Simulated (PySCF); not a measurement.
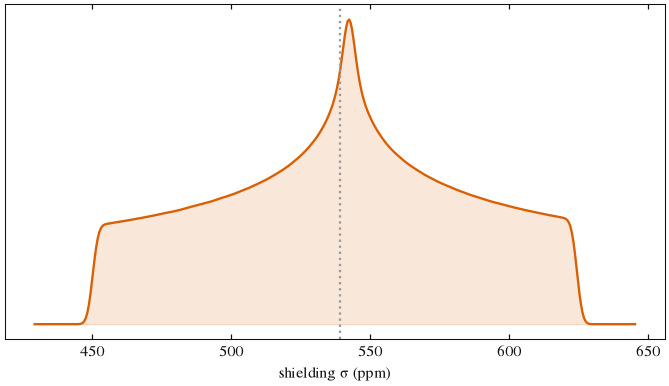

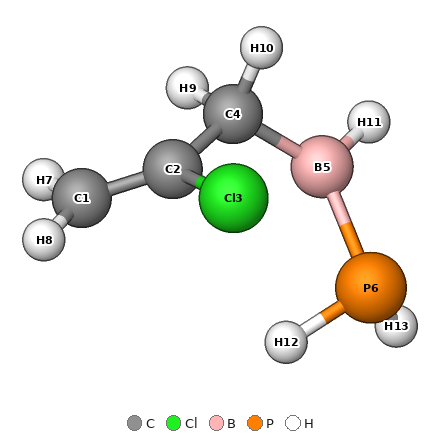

Static powder pattern (³¹P) from GIAO shielding tensors of C₃H₇BClP, SMILES C=C(Cl)CBP, PBE0/cc-pVDZ in PySCF 2.14.0, at a PBE0-D3(BJ)/def2-SVP geometry (no frequency check); absolute shielding, one fixed geometry of the isolated molecule without any motion, no dipolar terms. The dotted line is the isotropic value; skew is 3(σiso − σ22)/span.

The pattern belongs to P6. Give the principal values, span and skew.

P6: σ11, σ22, σ33 = 450, 542, 624 ppm, isotropic 539, span 174 ppm, skew −0.06.

Note: one conformer of a flexible molecule.
